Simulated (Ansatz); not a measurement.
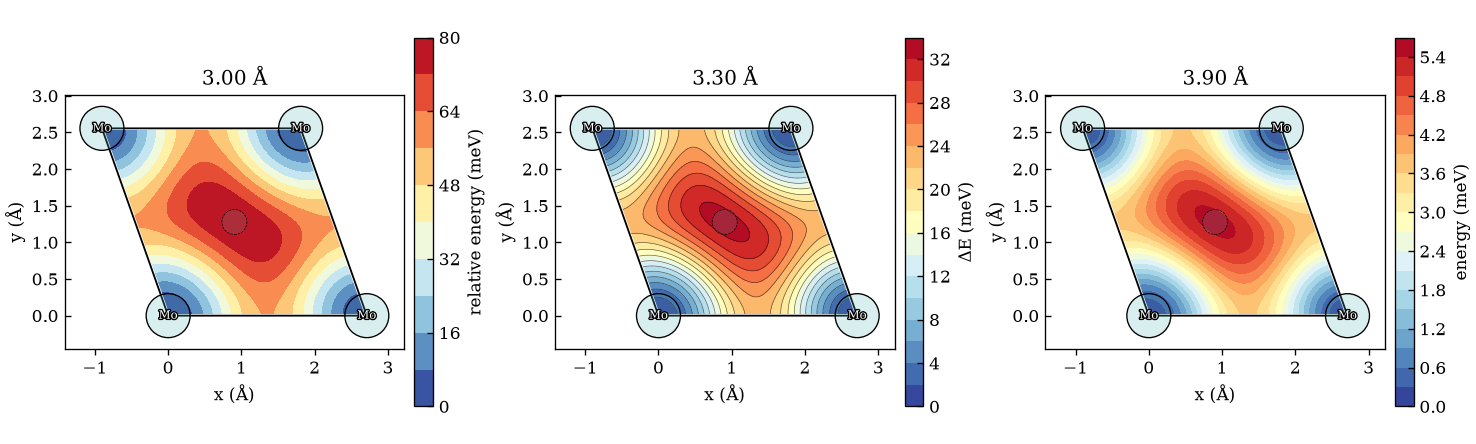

Three maps of one series, each from its own lowest grid point and on its own colour scale; the height changes from map to map. CO on a Mo(110) slab cut from the Im-3m phase, its upper half relaxed before the scan (12 atoms of substrate and one adsorbate in a 2 × 2 cell). CO (O end down) is moved over the surface cell at a fixed height above a rigid substrate; the origin of the map has the adsorbate above Mo9. Places are given modulo a cell vector. The map is drawn in real space over the plane of the surface. Grid: 6 × 6 points. Places are given in fractions of the 1 × 1 surface cell. All energies are given in meV relative to the lowest grid point. At a fixed height the lowest place need not be the adsorption site. The runs have no spin polarisation; a magnetic state may lie lower. All numbers below come from DFT PBE+D3(BJ), scalar-relativistic, plane waves, PAW in Ansatz. Settings: cutoff 420 eV, k-mesh 5×5×1, gaussian smearing 0.1 eV, no spin polarisation.

In the figure: filled contours, labelled circles for the atoms of the top layer and small ones for the second layer, the outline of one cell of the plane. Between grid points the surface is interpolated.

The span runs from the lowest to the highest grid point; passes are read from the interpolated surfaces.

| height | lowest grid point | span (meV) | easiest pass (meV) |
| --- | --- | --- | --- |
| 3.00 Å | the top site over a surface Mo atom | 79.4 | 57 |
| 3.30 Å | the top site over a surface Mo atom | 32.8 | 23 |
| 3.90 Å | the top site over a surface Mo atom | 5.5 | 3.7 |

**One more map of the series was computed, for the height 3.60 Å. What do you expect for it?**

A straight line of ln(span) against the height through the 3 maps has the slope −3.0 per Å (a decay length of 0.34 Å) and gives 13.4 meV at 3.60 Å. The computed span is 13.4 meV, below the fit by 0 %. The lowest grid point is the top site over a surface Mo atom, as for 3.00 Å, 3.30 Å and 3.90 Å. The easiest pass out of the lowest well is about 9.1 meV.

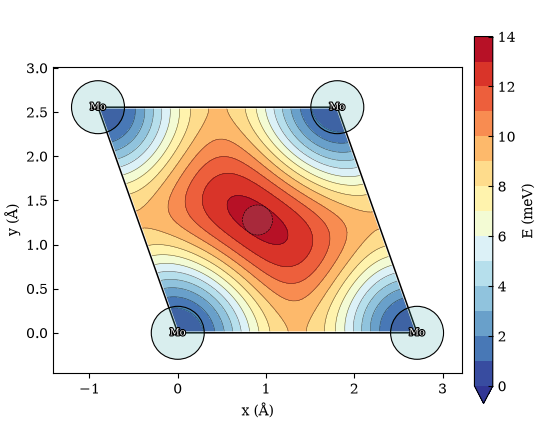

The map for 3.60 Å.

PAW datasets: the set soft_1.
